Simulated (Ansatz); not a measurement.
Run report: CClFI, single-point calculation

CClFI, multiplicity 2, SMILES F[C](Cl)I, computed with UHF-CCSD(T), frozen core/def2-SVP (Ansatz 0.2.0).

The geometry comes from this level: PBE0-D4/def2-TZVP.

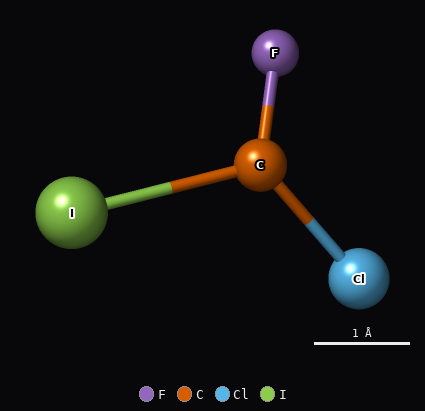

**Figure 1.** The structure (ball-and-stick view, seen at a tilt).

## Input
```yaml
crystal:
  periodic: [false, false, false]
  atoms:
    - {symbol: F, position_ang: [1.323474, 0.023191, 0.502691]}
    - {symbol: C, position_ang: [0.019388, 0.066030, 0.298125]}
    - {symbol: Cl, position_ang: [-0.728936, -1.459963, 0.453465]}
    - {symbol: I, position_ang: [-0.558425, 1.310441, -1.274582]}
basis:
  gaussian: {orbitals: def2-SVP}
magnetization: {spin_polarized: true, initial_magnetization: 1}
correlation: {method: ccsd_t}
scf: {omitted_lower_state_checks: [cluster_reference]}
```

Command:
```bash
ansatz run in.yaml --threads 4 --pin off --events-out ev --progress --plain --max-ram 10444MiB
```

## Log
```
Functional definition: HF
  name "HF"
  cite "Fock, Z. Phys. 61, 126 (1930) doi:10.1007/BF01340294"
  parent pbe
  exchange = exact_x
  correlation = 0
these checks for a lower state are left out or cut short: cluster_reference
772 factors; integrals over basis functions are off by at most 1.3e-3 eV
mean field evaluation 1: about -24300.2646 eV, gradient 2.1e1 eV
mean field evaluation 2: about -24300.3880 eV, gradient 2.1e1 eV
mean field evaluation 4: about -24302.9259 eV, gradient 2.8e0 eV
mean field evaluation 8: about -24303.1517 eV, gradient 4.1e-1 eV
mean field evaluation 16: about -24303.1610 eV, gradient 3.2e-6 eV
mean field -24303.16103125 eV, -893.1246946242 hartree, gradient 3.2e-6 eV, S^2 0.766959; 0 other end points of the search recorded, 0 dependent functions left out
11 core orbitals not correlated: weight in the atoms' cores, before any rotation towards them, 1.000 or more for the frozen orbitals, at most 0.000 for the correlated occupied ones
reference -24303.16103125 eV, -893.1246946242 hartree; 18, 17 occupied and 43, 44 virtual orbitals, 772 factors
second order -14.88239554 eV of doubles, -0.00000000 eV of singles
cycle   1  -15.15072976 eV  change   -2.7e-1 eV  update   9.6e-2
cycle   2  -15.50689691 eV  change   -3.6e-1 eV  update   3.0e-2
cycle   3  -15.60509226 eV  change   -9.8e-2 eV  update   1.9e-2
cycle   4  -15.60646503 eV  change   -1.4e-3 eV  update   6.9e-3
cycle   5  -15.60470168 eV  change    1.8e-3 eV  update   3.4e-3
cycle   6  -15.60516050 eV  change   -4.6e-4 eV  update   1.4e-3
cycle   7  -15.60517141 eV  change   -1.1e-5 eV  update   7.5e-4
cycle   8  -15.60527959 eV  change   -1.1e-4 eV  update   4.0e-4
cycle   9  -15.60531767 eV  change   -3.8e-5 eV  update   1.9e-4
cycle  10  -15.60523356 eV  change    8.4e-5 eV  update   8.5e-5
cycle  11  -15.60527477 eV  change   -4.1e-5 eV  update   4.2e-5
cycle  12  -15.60527838 eV  change   -3.6e-6 eV  update   1.8e-5
```

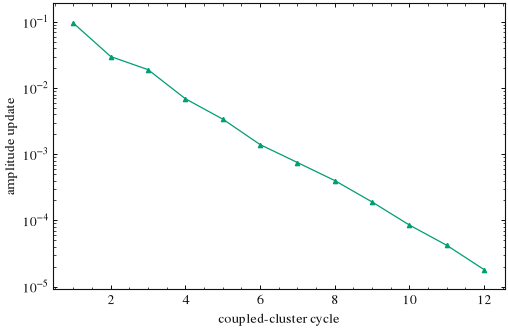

**Figure 2.** Convergence of the coupled-cluster equations: amplitude update against the coupled-cluster cycle. The residual falls at every step.

```
perturbative correction -0.40606828 eV, -0.0149227340 hartree
Total energy: -24319.17237791 eV, -893.7131007610 hartree
Checks for a lower state left out: cluster_reference
```

## Results in brief

```json
{"quantity": "outcome", "value": "converged"}
{"quantity": "total energy", "value": "−24319.1724 eV"}
{"quantity": "mean-field energy", "value": "−24303.1610 eV"}
{"quantity": "CCSD correlation", "value": "−15.6053 eV"}
{"quantity": "(T) correction", "value": "−0.4061 eV"}
{"quantity": "T1 diagnostic", "value": "0.014"}
{"quantity": "⟨S²⟩", "value": "0.767"}
{"quantity": "SCF solution under orbital rotations", "value": "stable"}
{"quantity": "hardware", "value": "4 threads of Intel Xeon @ 2.80GHz, 23 GiB of memory available, shared host"}
{"quantity": "wall time", "value": "4.1 s (CPU time 15 s)"}
{"quantity": "peak memory", "value": "0.42 GiB"}
```
